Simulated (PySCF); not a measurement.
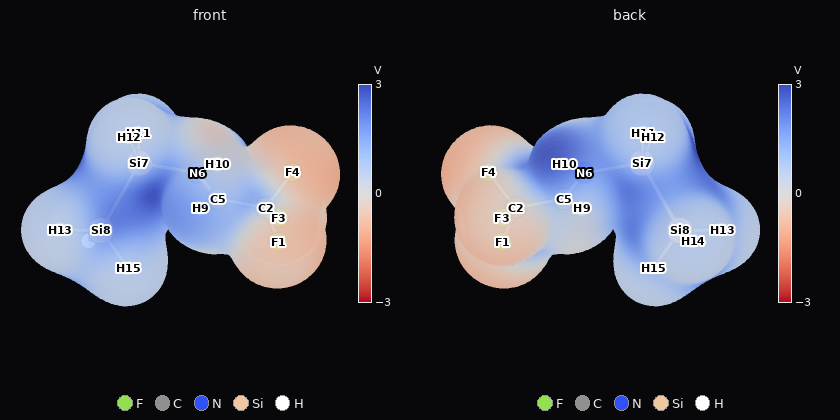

C$_{2}$H$_{7}$F$_{3}$NSi$_{2}$ (SMILES FC(F)(F)[CH]N[SiH2][SiH3]) (doublet). The molecular electrostatic potential painted on the density surface at 0.004 e/bohr³, seen from the front and from behind; the colour scale runs from red (negative) to blue (positive).

Geometry: GFN2-xTB.

Computed with UKS B3LYP, pcH-1 on C F H N Si, non-relativistic, mean-field spin-orbit, GIAO in PySCF 2.14.0, density-fitted response routines.

Input

```
{"job": {"kind": "epr", "basis": "pcH-1"}, "charge": 0, "multiplicity": 2}
F      2.758501    -0.763927    -1.904721
C      2.450833    -0.088197    -0.789904
F      2.538462     1.232771    -1.085052
F      3.510193    -0.297613     0.061113
C      1.147264    -0.461124    -0.248506
N      0.541595     0.325356     0.686634
Si    -1.068311     0.081896     1.326271
Si    -2.612772     0.060885    -0.407147
H      0.743798    -1.428299    -0.467900
H      1.039044     1.184331     0.867596
H     -1.133622     1.186253     2.285033
H     -0.989453    -1.177890     2.080214
H     -3.656613    -0.942129    -0.175412
H     -3.294959     1.349827    -0.558850
H     -1.978374    -0.254151    -1.691282
```

Launched as:

```sh
OMP_NUM_THREADS=1 python probes_run.py task.json out
```

### Which sites attract a positive test charge, and which a negative one?

A positive charge is drawn to the negative regions and a negative charge to the positive ones. The most negative region (about −1.0 V, or −23 kcal/mol for a unit charge) lies over F4, the most positive (about +2.9 V, or +67 kcal/mol for a unit charge) over Si7 and H10.
